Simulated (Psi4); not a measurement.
# Si2H5Cl (SMILES [SiH3][SiH2]Cl): DSD-PBEP86/cc-pVDZ (density fitting for correlation)

Aim: the vertical singlet–triplet gap of Si2H5Cl at DSD-PBEP86/cc-pVDZ (density fitting for correlation), from 2 runs. The job is set up through a Python script.

Program for the calculation: Psi4 1.11.

### Step 1. Starting point

Si2H5Cl has 8 atoms, charge 0, and is taken as a singlet. As SMILES, `[SiH3][SiH2]Cl`. The coordinates come from a PBE0-D4/def2-TZVP relaxation.

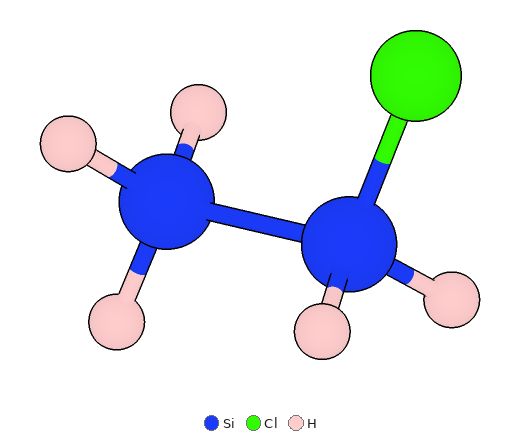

The structure, seen from a chosen angle (silicon blue, chlorine green, hydrogen pink).

### Step 2. A single-point energy at DSD-PBEP86/cc-pVDZ (density fitting for correlation)

Input file calc.py:

```python
import psi4

psi4.set_memory('2200 MB')
psi4.set_num_threads(1)
psi4.set_output_file('run.log', False)

m = psi4.geometry("""
0 1
Si    -1.33509151     1.66636050    -0.73756011
Si     1.08356896    -1.77407489     0.61586174
Cl     4.59505804    -0.47791174     1.71587132
H     -3.87960773     0.77497668    -1.53634734
H     -0.06481761     2.91150104    -2.91017823
H     -1.61477097     3.50676477     1.36457123
H     -0.07899055    -3.06664756     2.81833754
H      1.46869514    -3.64887217    -1.43600288
units au
symmetry c1
no_reorient
no_com
""")

psi4.set_options({
    'basis': 'cc-pVDZ',
    'puream': True,
    'e_convergence': 1e-09,
    'd_convergence': 1e-08,
    'scf_type': 'pk',
    'dft_radial_points': 99,
    'dft_spherical_points': 590,
    'num_frozen_docc': 15,
})

e, wfn = psi4.energy('dsd-pbep86', molecule=m, return_wfn=True)
print(f'dsd-pbep86 energy: {e:.10f} Eh')
```

The run is started by

```console
python calc.py
```

run.log:

```text
[...]
  Running in c1 symmetry.
[...]
  Nuclear repulsion =  191.508261892085386
[...]
  Multiplicity = 1
[...]
  Nalpha       = 25
  Nbeta        = 25
[...]
    Number of basis functions: 79
[...]
   @RKS iter   1: -1041.07742306700311   -4.43219e-01   1.94004e-03 DIIS/ADIIS
[...]
   @RKS iter  10: -1041.10175235418615   -1.13687e-12   5.46473e-09 DIIS
[...]
    Orbital Energies [Eh]
    ---------------------
    Doubly Occupied:
       1A   -103.671857     2A    -67.893431     3A    -67.856738
       4A    -10.174428     5A     -7.738850     6A     -7.734982
       7A     -7.734978     8A     -5.879122     9A     -5.846844
      10A     -4.070299    11A     -4.067935    12A     -4.067763
      13A     -4.036437    14A     -4.036395    15A     -4.036352
      16A     -1.008952    17A     -0.704622    18A     -0.631669
      19A     -0.487947    20A     -0.486831    21A     -0.452356
      22A     -0.446898    23A     -0.443604    24A     -0.405541
      25A     -0.367496
[...]
  @RKS Final Energy: -1041.10175235418615
   => Energetics <=
    Nuclear Repulsion Energy =            191.5082618920853861
    One-Electron Energy =               -1822.1708314666075239
    Two-Electron Energy =                 609.9768225325739195
    DFT Exchange-Correlation Energy =     -20.4160053122378962
    Empirical Dispersion Energy =           0.0000000000000000
    VV10 Nonlocal Energy =                  0.0000000000000000
    Total Energy =                      -1041.1017523541861465
[...]
 Multipole Moments:
 ------------------------------------------------------------------------------------
     Multipole            Electronic (a.u.)      Nuclear  (a.u.)        Total (a.u.)
 ------------------------------------------------------------------------------------
 L = 1.  Multiply by 2.5417464519 to convert [e a0] to [Debye]
 Dipole X            :        -71.0327674           70.4251793           -0.6075881
 Dipole Y            :          9.0396005           -9.1547783           -0.1151778
 Dipole Z            :        -25.9712522           25.7664156           -0.2048367
 Magnitude           :                                                    0.6514501
[...]
```

Standard output:

```text
dsd-pbep86 energy: -1041.2847051889 Eh
```

Wall time 20 s (1 thread of AMD EPYC 7R43 (Zen 3), shared host); peak memory 1.3 GiB.

### Step 3. The triplet, same level

Input file calc.py:

```python
import psi4

psi4.set_memory(2200000000)
psi4.set_num_threads(1)
psi4.set_output_file('output.dat', False)

molecule = psi4.geometry("""
0 3
Si
Si 1 2.337877
Cl 2 2.064511 1 108.68745
H 1 1.488032 2 109.60638 3 -179.90149
H 1 1.485871 4 109.27714 2 120.06502
H 1 1.485873 5 109.49243 4 -119.66988
H 2 1.484829 3 107.737 1 -121.39253
H 2 1.484843 7 108.84859 3 116.56042
units angstrom
symmetry c1
""")

psi4.set_options({
    'basis': 'cc-pVDZ',
    'reference': 'uks',
    'puream': True,
    'e_convergence': 1e-09,
    'd_convergence': 1e-08,
    'scf_type': 'pk',
    'dft_radial_points': 99,
    'dft_spherical_points': 590,
    'num_frozen_docc': 15,
    'maxiter': 100,
})

e = psi4.energy("DSD-PBEP86")
print(f'DSD-PBEP86 energy: {e:.10f} Eh')
```

The run is started by

```console
python calc.py
```

output.dat:

```text
[...]
  Running in c1 symmetry.
[...]
  Nuclear repulsion =  191.508280446537668
[...]
  Multiplicity = 3
[...]
  Nalpha       = 26
  Nbeta        = 24
[...]
    Number of basis functions: 79
[...]
   @UKS iter   1: -1040.84352661741559   -2.09322e-01   1.78332e-03 DIIS/ADIIS
[...]
   @UKS iter  18: -1040.87595008247217   -4.54747e-12   6.68837e-09 DIIS
[...]
   @S^2 Observed:                2.008284976E+00
[...]
    Orbital Energies [Eh]
    ---------------------
    Alpha Occupied:
       1A   -103.668509     2A    -67.911912     3A    -67.910616
       4A    -10.172374     5A     -7.738364     6A     -7.733856
       7A     -7.731234     8A     -5.896529     9A     -5.894010
      10A     -4.092229    11A     -4.088518    12A     -4.084484
      13A     -4.084238    14A     -4.083792    15A     -4.081026
      16A     -1.018634    17A     -0.755838    18A     -0.650676
      19A     -0.509583    20A     -0.499061    21A     -0.481735
      22A     -0.471070    23A     -0.468831    24A     -0.410936
      25A     -0.407182    26A     -0.140802
    Alpha Virtual:
[...]
  @UKS Final Energy: -1040.87595008247217
   => Energetics <=
    Nuclear Repulsion Energy =            191.5082804465376682
    One-Electron Energy =               -1821.2459862901152974
    Two-Electron Energy =                 609.2652060449580631
    DFT Exchange-Correlation Energy =     -20.4034502838525036
    Empirical Dispersion Energy =           0.0000000000000000
    VV10 Nonlocal Energy =                  0.0000000000000000
    Total Energy =                      -1040.8759500824721727
[...]
 Multipole Moments:
 ------------------------------------------------------------------------------------
     Multipole            Electronic (a.u.)      Nuclear  (a.u.)        Total (a.u.)
 ------------------------------------------------------------------------------------
 L = 1.  Multiply by 2.5417464519 to convert [e a0] to [Debye]
 Dipole X            :          0.0022629           -0.0016957            0.0005672
 Dipole Y            :         -5.2783981            5.7064028            0.4280047
 Dipole Z            :          4.9326429           -5.6203767           -0.6877338
 Magnitude           :                                                    0.8100409
[...]
```

The script printed:

```text
DSD-PBEP86 energy: -1041.0591717939 Eh
```

Run time: 35 s. Hardware: 1 thread of AMD EPYC 7R43 (Zen 3), shared host; peak memory 1.3 GiB.

### Step 4. Results

Level: DSD-PBEP86/cc-pVDZ (density fitting for correlation), 15 core orbitals frozen.

| quantity | value |
| --- | --- |
| singlet: total energy | -1041.28471 Eh |
| singlet: HOMO energy (SCF part's orbitals) | -10.00 eV |
| singlet: LUMO energy (SCF part's orbitals) | 1.65 eV |
| singlet: HOMO–LUMO gap (SCF part's orbitals) | 11.65 eV |
| triplet: total energy | -1041.05917 Eh |
| triplet: HOMO energy (SCF part's orbitals) (highest over α and β) | -3.83 eV |
| triplet: ⟨S²⟩ | 2.008 |
| vertical energy of the triplet above the singlet | 6.137 eV |

At this shape the triplet lies 6.14 eV (142 kcal/mol) above the singlet.
